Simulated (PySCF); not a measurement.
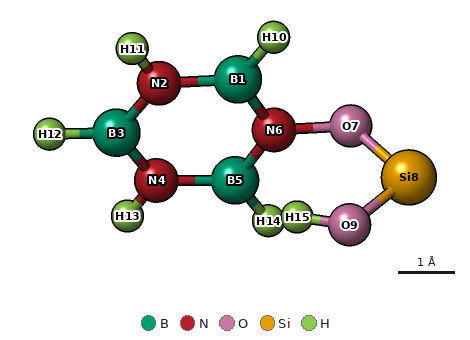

Figure 1. The structure as given in the input (ball-and-stick view, seen at a tilt; atoms are numbered from 1 in the order of the input). Bond lengths as drawn: B–H 1.20 to 1.21 Å, B–N 1.42 to 1.43 Å, H–N 1.01 Å, H–O 0.97 Å, N–O 1.39 Å and O–Si 1.66 to 1.71 Å.

# Run report: B$_{3}$SiN$_{3}$H$_{6}$O$_{2}$, core-level calculation

The run: core-level calculation of B$_{3}$SiN$_{3}$H$_{6}$O$_{2}$, SMILES O[Si]ON1BNBNB1. Method and program: delta-SCF UKS SCAN, pcX-2 on the ionised atom, pcseg-1 elsewhere, spin-free X2C (PySCF 2.14.0).

### The program's output
```
ground state, core basis on atom 1 (N), 191 functions
  cycle   1  E = -682.92899142  |g| = 9.45e-01
  cycle   2  E = -682.38380939  |g| = 1.84e+00
  cycle   3  E = -683.09814241  |g| = 2.40e-01
  cycle   4  E = -683.10801798  |g| = 1.39e-01
  cycle   5  E = -683.11172638  |g| = 4.25e-02
  cycle   6  E = -683.11202517  |g| = 1.94e-02
  cycle   7  E = -683.11210505  |g| = 3.30e-03
  cycle   8  E = -683.11210679  |g| = 1.16e-03
  cycle   9  E = -683.11210848  |g| = 6.75e-04
  cycle  10  E = -683.11210665  |g| = 1.22e-04
  E(ground) = -683.16641668 Eh
hole in N 1s of atom 1
[... 11 cycles left out ...]
  E(ion) = -668.28001116 Eh   <S^2> = 0.7642   hole on atom = 1.000   binding energy = 405.080 eV
ground state, core basis on atom 2 (B), 191 functions
[... 6 cycles left out ...]
  E(ground) = -683.15210203 Eh
hole in B 1s of atom 2
[... 13 cycles left out ...]
  E(ion) = -675.94696415 Eh   <S^2> = 0.8541   hole on atom = 1.000   binding energy = 196.062 eV
ground state, core basis on atom 4 (B), 191 functions
[... 6 cycles left out ...]
  E(ground) = -683.15215394 Eh
hole in B 1s of atom 4
[... 14 cycles left out ...]
  E(ion) = -675.94940688 Eh   <S^2> = 0.8341   hole on atom = 1.000   binding energy = 195.997 eV
ground state, core basis on atom 5 (N), 191 functions
[... 6 cycles left out ...]
  E(ground) = -683.16865307 Eh
hole in N 1s of atom 5
[... 12 cycles left out ...]
  E(ion) = -668.24863075 Eh   <S^2> = 0.7809   hole on atom = 1.000   binding energy = 405.994 eV
ground state, core basis on atom 6 (O), 191 functions
[... 6 cycles left out ...]
  E(ground) = -683.18751996 Eh
hole in O 1s of atom 6
[... 1 cycle left out ...]
  cycle   2  E = -659.82749070  |g| = 2.92e+00
  cycle   3  E = -662.29460610  |g| = 1.42e+00
  cycle   4  E = -663.24942504  |g| = 5.15e-01
  cycle   5  E = -663.32571156  |g| = 2.18e-01
  cycle   6  E = -663.34073934  |g| = 7.22e-02
  cycle   7  E = -663.34275168  |g| = 2.51e-02
  cycle   8  E = -663.34298932  |g| = 9.64e-03
  cycle   9  E = -663.34302931  |g| = 3.13e-03
  cycle  10  E = -663.34303148  |g| = 7.72e-04
  cycle  11  E = -663.34303252  |g| = 2.70e-04
  E(ion) = -663.39588425 Eh   <S^2> = 0.7652   hole on atom = 1.000   binding energy = 538.558 eV
```

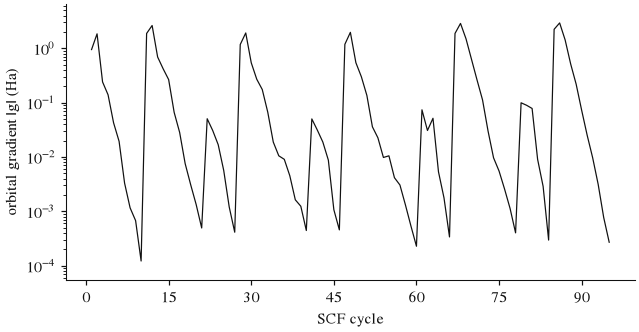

Figure 2. Convergence of the self-consistent field: orbital gradient |g| against the SCF cycle. All cycles printed in the log are drawn one after another.

The run was set up as follows.

### Input file
```
{"job": {"kind": "xps", "holes": 5}, "charge": 0, "multiplicity": 1}
B      0.344949     0.890446    -0.923673
N     -0.819049     1.542998    -0.426866
B     -1.834902     0.873937     0.319316
N     -1.638872    -0.515969     0.575868
B     -0.503986    -1.244612     0.118900
N      0.481088    -0.499421    -0.606025
O      1.577020    -1.185784    -1.116776
Si     3.049691    -1.319554    -0.261016
O      2.714774    -0.487645     1.137758
H      1.196171     1.458916    -1.558345
H     -0.933512     2.528140    -0.627288
H     -2.813665     1.457909     0.717742
H     -2.344771    -1.016373     1.100562
H     -0.345263    -2.418317     0.336940
H      1.833795    -0.100928     1.243320
```

The first line tells a small driver script what to run in PySCF; the rest is the geometry in Å.

Launched with:
```bash
OMP_NUM_THREADS=1 python <driver script> task.json out
```

### Key numbers

| quantity | value |
| --- | --- |
| outcome | converged |
| hardware | 1 CPU thread, shared host |
| wall time | 50 s |
| peak memory | 0.73 GiB |

The core-hole state is spin-contaminated.
